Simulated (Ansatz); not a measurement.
**C2H6SiTe: single point in a Gaussian basis**

Wanted for C2H6SiTe: a single point in a Gaussian basis. SMILES: [TeH][SiH]1CC1.

Program: the Python package of Ansatz 0.2.0. Level of theory: PBE/def2-SVP. These are calculated values, not measurements.

## 1. Starting point

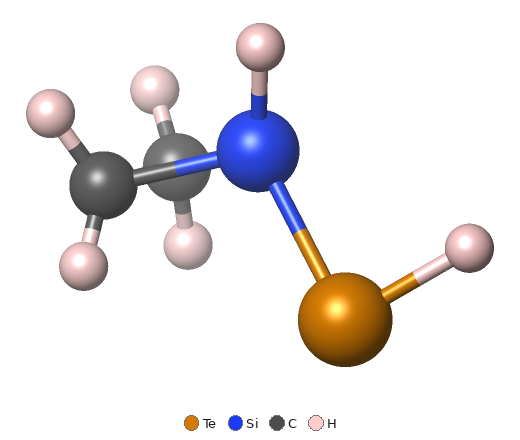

The starting structure, viewed from a chosen angle; tellurium orange, silicon blue, carbon dark grey, hydrogen pink.

No structure file is read: the coordinates are typed or built in the script.

## 2. Script

Input file energy_c2h6site.py:

```python
'''Single point of C2H6SiTe in a Gaussian basis.'''

import ansatz as az
import numpy as np

GEOMETRY = '''
Te   -1.09970    1.21450   -2.03870
Si   -0.71740    0.30270    0.20300
C     0.40960   -1.18810    0.22670
C     1.22770    0.10470    0.41400
H    -2.84090    1.34780   -1.70550
H    -1.22360    0.93850    1.43590
H     0.39470   -1.80160    1.16630
H     0.64030   -1.65270   -0.75440
H     1.76500    0.41700   -0.41770
H     1.52740    0.26590    1.47330
'''

system = az.Crystal.molecule()
for line in GEOMETRY.strip().splitlines():
    symbol, *xyz = line.split()
    system = system.atom(symbol, [float(v) for v in xyz])

calculation = system.calculation().basis(gaussian='def2-SVP').functional('pbe').forces()
done = calculation.run(threads=1)
summary = done.report

for key in ('converged', 'free_energy_ev', 'reference_energy_ev', 'n_frozen', 'n_occupied', 'n_virtual'):
    print(f'{key:22s} {summary[key]}')

symbols = [site.symbol for site in system.cartesian_sites]
forces = np.array(summary['forces_ev_ang'])
print('largest force', round(float(np.linalg.norm(forces, axis=1).max()), 4), 'eV/A, rms', round(float(np.sqrt((forces ** 2).mean())), 4))

charges = summary['charge_distribution']
print('dipole moment', round(4.803205 * float(np.linalg.norm(charges['dipole_moment_e_ang'])), 3), 'D')
print('Mulliken:', [(s, round(q, 3)) for s, q in zip(symbols, charges['mulliken_charges_e'])])
```

## 3. The run

Started as:

```sh
> python energy_c2h6site.py
```

The log of the run:

```text
converged              True
free_energy_ev         -17330.040110569145
reference_energy_ev    -17330.040110569145
n_frozen               0
n_occupied             [28, 28]
n_virtual              [74, 74]
largest force 3.6475 eV/A, rms 0.9748
dipole moment 0.573 D
Mulliken: [('Te', -0.097), ('Si', 0.152), ('C', -0.161), ('C', -0.199), ('H', 0.028), ('H', -0.006), ('H', 0.076), ('H', 0.075), ('H', 0.054), ('H', 0.077)]
```

Run time: 3.8 s. Hardware: 1 thread of Arm Neoverse V2, shared host; peak memory 0.21 GiB.

## 4. Size and end state of the run

From the engine's report, whether the script printed it or not:

```tsv
item	value
SCF cycles in all	20
orbitals	102
total energy (eV)	-17330.04011
```

## 5. The command-line twin

The engine's input of that run, saved to a file, gives the whole log.

Input file input.yaml:

```yaml
crystal:
  periodic: [false, false, false]
  atoms:
    - { symbol: Te, position_ang: [-1.0997, 1.2145, -2.0387] }
    - { symbol: Si, position_ang: [-0.7174, 0.3027, 0.203] }
    - { symbol: C, position_ang: [0.4096, -1.1881, 0.2267] }
    - { symbol: C, position_ang: [1.2277, 0.1047, 0.414] }
    - { symbol: H, position_ang: [-2.8409, 1.3478, -1.7055] }
    - { symbol: H, position_ang: [-1.2236, 0.9385, 1.4359] }
    - { symbol: H, position_ang: [0.3947, -1.8016, 1.1663] }
    - { symbol: H, position_ang: [0.6403, -1.6527, -0.7544] }
    - { symbol: H, position_ang: [1.765, 0.417, -0.4177] }
    - { symbol: H, position_ang: [1.5274, 0.2659, 1.4733] }
basis:
  gaussian: { orbitals: def2-SVP }
hamiltonian:
  xc: pbe
output:
  forces: true
```

Started as:

```sh
> ansatz run input.yaml --threads 1 --pin off --max-ram 4096MiB --backend cpu --events-out ev --progress --plain --runs-dir out
```

The log of the run, shortened:

```text
Warning: RAYON_NUM_THREADS=1 ignored (pool sized by the plan → 1); use --threads N
[...]
Functional definition: PBE
[...]
1180 factors; their error is unknown
[...]
mean field -17330.04007598 eV, -636.8672260692 hartree, gradient 6.0e-5 eV, S^2 0.000000; 0 other end points of the search recorded, 0 dependent functions left out
[...]
reference -17330.04011057 eV, -636.8672273403 hartree; 28, 28 occupied and 74, 74 virtual orbitals, 1180 factors
Total energy: -17330.04011057 eV, -636.8672273403 hartree
Atom 0 at    -1.099700     1.214500    -2.038700 Å, force    -1.498605     0.549883    -0.136827 eV/Å
Atom 1 at    -0.717400     0.302700     0.203000 Å, force     1.223259     0.020977     0.086554 eV/Å
Atom 2 at     0.409600    -1.188100     0.226700 Å, force     0.695774    -0.026434     0.766517 eV/Å
Atom 3 at     1.227700     0.104700     0.414000 Å, force    -2.812382    -0.940631     2.123600 eV/Å
Atom 4 at    -2.840900     1.347800    -1.705500 Å, force     1.103514    -0.156816    -0.378124 eV/Å
Atom 5 at    -1.223600     0.938500     1.435900 Å, force    -0.398740    -0.002757     0.219796 eV/Å
Atom 6 at     0.394700    -1.801600     1.166300 Å, force    -0.066687    -0.191711    -0.843236 eV/Å
Atom 7 at     0.640300    -1.652700    -0.754400 Å, force    -0.474050    -0.426935     0.367428 eV/Å
Atom 8 at     1.765000     0.417000    -0.417700 Å, force     1.813741     0.858691    -1.571586 eV/Å
Atom 9 at     1.527400     0.265900     1.473300 Å, force     0.414175     0.315733    -0.634121 eV/Å
Dipole moment:    -0.009426    -0.081229     0.086741 e Å
```

Run time: 3.4 s. Hardware: 1 thread of Arm Neoverse V2, shared host; peak memory 0.13 GiB.

Script and command line differ by 0.000 meV in the energy.

## 6. What came out

```
     quantity           value
 total energy  -17330.0401 eV
largest force      3.647 eV/Å
dipole moment          0.57 D
```

Forces reach 3.65 eV/Å, so the atoms aren't at rest. Caveats:
- The geometry is a force-field or estimated start, not a minimum of this method, and the basis set is short of its limit.
- def2 sets replace the cores of elements past krypton by effective core potentials.
